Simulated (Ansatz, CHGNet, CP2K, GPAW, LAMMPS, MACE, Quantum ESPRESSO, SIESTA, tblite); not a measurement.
# Amorphous Ge (61 atoms), the geometry as built

61 atoms (61 Ge) placed at random at 5.25 g/cm³, melted at 3500 K for 10 ps at fixed volume with the Tersoff potential (Tersoff, Phys. Rev. B 39, 5566 (1989)). Quenched from 3500 K to 500 K at 3 K/ps and fixed volume, held 5 ps.

Calculated values (CP2K 2026.2, Kohn-Sham DFT, PBEsol, GTH-PBE pseudopotentials, Gaussian and plane waves, DZVP-MOLOPT (UZH set), diagonalisation; PBE potentials; DZVP-UZH; 350/50 Ry; levels smeared at 580 K; Γ point; density 5.25 g/cm³) for the geometry as built.

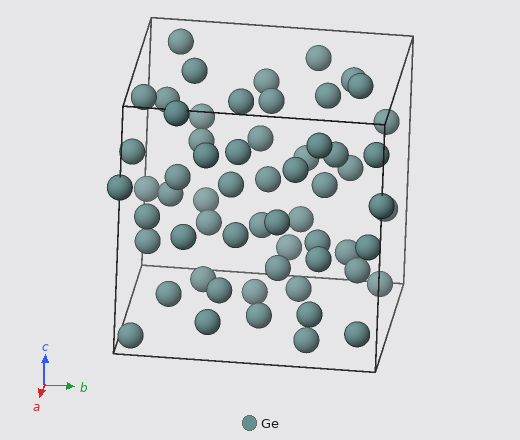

The structure (germanium teal). Some periodic images of atoms are drawn too.

Cell vectors (Å):

```
11.188 0.000 0.000
0.000 11.188 0.000
0.000 0.000 11.188
```

Positions (Å):

```
1 Ge 5.874 6.357 2.452
2 Ge 0.627 6.305 1.507
3 Ge 8.071 0.913 5.154
4 Ge 2.570 5.100 0.094
5 Ge 5.061 8.141 6.039
6 Ge 4.035 5.430 3.666
7 Ge 4.782 5.696 6.022
8 Ge 11.030 11.169 7.457
9 Ge 8.199 4.700 8.400
10 Ge 3.678 2.990 0.907
11 Ge 10.487 3.549 8.982
12 Ge 5.832 2.485 11.059
13 Ge 0.700 7.261 10.154
14 Ge 2.138 6.898 3.361
15 Ge 0.082 2.332 6.918
16 Ge 2.713 10.530 4.315
17 Ge 2.854 5.119 7.139
18 Ge 3.309 3.098 3.352
19 Ge 7.547 1.910 1.548
20 Ge 8.424 7.192 7.864
21 Ge 5.805 9.744 2.577
22 Ge 4.709 8.103 9.954
23 Ge 1.090 5.114 9.073
24 Ge 8.684 4.773 4.822
25 Ge 2.019 10.367 0.654
26 Ge 3.432 1.134 8.788
27 Ge 5.650 0.347 9.646
28 Ge 6.761 4.311 6.384
29 Ge 2.242 1.507 11.016
30 Ge 6.761 8.092 4.048
31 Ge 10.015 8.174 1.966
32 Ge 9.917 2.667 5.028
33 Ge 8.445 4.141 2.199
34 Ge 1.272 6.953 5.815
35 Ge 2.696 8.984 6.026
36 Ge 2.013 10.383 7.980
37 Ge 0.660 2.697 3.371
38 Ge 9.954 10.559 5.161
39 Ge 6.562 8.703 7.996
40 Ge 4.063 1.485 4.802
41 Ge 4.097 7.107 0.935
42 Ge 8.339 7.924 0.190
43 Ge 11.014 10.335 1.593
44 Ge 6.047 1.956 6.294
45 Ge 6.437 0.822 3.454
46 Ge 10.973 2.275 10.961
47 Ge 0.521 0.143 3.649
48 Ge 6.432 9.625 11.122
49 Ge 9.741 8.294 9.510
50 Ge 7.341 0.104 7.769
51 Ge 9.385 10.705 9.141
52 Ge 3.370 9.075 2.468
53 Ge 10.815 3.924 1.596
54 Ge 9.375 0.526 0.218
55 Ge 7.386 5.772 0.804
56 Ge 9.797 6.627 5.940
57 Ge 2.668 2.592 6.763
58 Ge 4.272 5.664 9.381
59 Ge 9.222 8.395 4.201
60 Ge 2.410 8.964 9.893
61 Ge 6.394 4.571 10.029
```

**Question.** What force acts on each atom, and what charge does it carry?

Columns: atom, q, fx, fy, fz (forces in eV/Å, q the Hirshfeld charge in e).

```
1 -0.01 -0.159 0.491 0.926
2 0.02 -0.849 -0.214 -0.744
3 -0.02 0.811 0.015 0.864
4 -0.01 0.710 -0.542 -0.633
5 0.01 0.567 -0.229 0.302
6 -0.01 0.008 -1.197 0.546
7 -0.01 1.248 0.759 -0.781
8 -0.01 -0.402 -0.100 -0.821
9 0.01 0.207 0.289 0.269
10 -0.01 0.392 1.049 0.829
11 0.02 -0.752 -0.223 -1.385
12 -0.01 0.157 -0.562 -0.145
13 0.02 -0.286 0.253 0.183
14 0.01 -0.223 0.772 0.470
15 -0.02 0.789 0.048 1.325
16 0.00 0.274 1.167 -0.412
17 -0.01 -1.743 -0.728 0.947
18 0.00 -1.069 1.357 -1.229
19 0.01 0.097 -0.034 -0.215
20 -0.03 0.238 -1.185 -0.099
21 -0.01 -0.058 0.538 -1.164
22 -0.03 -0.050 -0.094 -0.732
23 0.03 1.224 0.217 0.328
24 0.01 -0.799 -0.595 -0.873
25 0.01 0.745 -0.191 0.020
26 -0.02 -0.752 -0.236 -0.155
27 0.02 0.179 0.856 0.045
28 -0.01 0.666 -0.061 -0.552
29 0.00 -1.092 -1.006 -1.186
30 0.00 -0.417 -0.333 0.300
31 -0.01 0.184 -0.534 -0.136
32 -0.02 0.069 0.465 -0.843
33 0.00 0.909 -0.258 0.992
34 0.03 -0.353 -0.386 -0.367
35 -0.01 -0.113 -0.179 1.376
36 -0.02 1.031 -0.250 0.032
37 -0.01 0.502 -0.567 0.956
38 0.03 0.275 -0.793 0.989
39 0.03 -0.999 0.757 -0.546
40 -0.01 0.413 -1.494 0.986
41 0.02 -0.374 -0.173 -0.018
42 0.00 -0.346 0.354 0.803
43 -0.02 -0.509 0.051 -0.541
44 0.05 -0.134 -0.136 0.295
45 0.00 -1.137 -0.249 -0.885
46 0.00 0.945 0.176 0.079
47 -0.02 0.079 1.003 -0.208
48 0.03 -0.058 0.128 1.255
49 -0.03 0.775 0.044 -0.188
50 0.01 -0.367 -0.581 0.249
51 0.01 -0.462 0.030 0.494
52 -0.01 -0.138 0.263 -0.777
53 -0.02 -0.087 1.081 -0.427
54 0.00 -0.503 -0.143 0.607
55 -0.01 0.243 -0.536 -1.414
56 0.00 1.005 0.598 -0.263
57 0.02 -0.186 0.309 0.257
58 0.01 -0.120 0.498 0.121
59 0.00 -0.230 0.019 0.535
60 -0.01 -0.129 -0.012 -0.165
61 -0.02 0.152 0.236 0.526
```

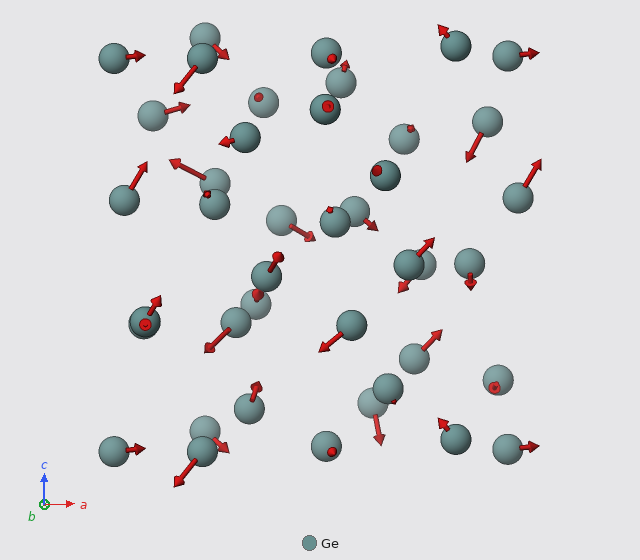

The forces as arrows, the longest 2.12 eV/Å. Drawn is a slice 6 Å thick, seen along the normal of the ac plane.

The quench rate of 3 K/ps is many orders above laboratory rates, so the cell is likely richer in defects and strain than a real sample. The network of bonds at the start is that of the classical potential that made the cell, and needn't be the one that DFT or experiment would give. Only the Γ point is sampled, in a cell whose shortest periodic width is 11 Å.

The r.m.s. force component is 0.642 eV/Å; the longest force, 2.12 eV/Å, acts on Ge18.

[Logs are printed without paths, hosts, clocks, repeated set-up lines and the standing remarks that a program may print on its own settings, such as how far it seeks lower states.]

[Hosts, paths, dates, database ids (printed as entryN), source tags and the programs' standing remarks are cut or masked in the printed files.]
